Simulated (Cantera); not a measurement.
A closed system holds: 1 mol SiC, 1.4 mol O2, 31 mol H2, 0.92 mol N2O, at 2050 K.

Equilibrium computed with Cantera from the NASA thermochemical tables; the gas is ideal and each condensed phase is pure. Candidate condensed phases: C, C6H6, C7H8, C8H18, H2O, Si, SiC, SiO2, Si2N2O, Si3N4; 151 gas species. The tables hold silica as quartz up to 1696 K and as liquid above; real silica turns to tridymite and cristobalite and melts near 1996 K. Gases not in the tables: Si(OH)4. Kinetics and transport are ignored.

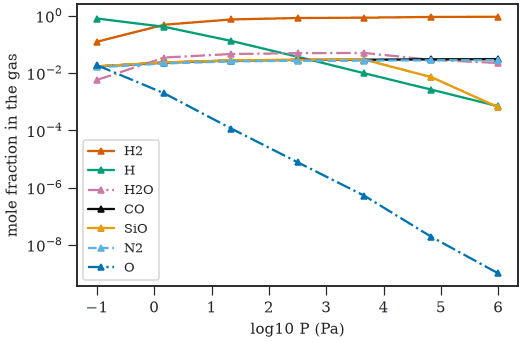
Figure. Equilibrium gas composition (values under 1e-9 drawn at 1e-9)

**Question.** Read off the mole fractions at 0.100 Pa.

**Answer.** H about 0.80, H2 about 0.12, O about 0.019, SiO about 0.017, CO about 0.017, N2 about 0.016, H2O about 0.0057.
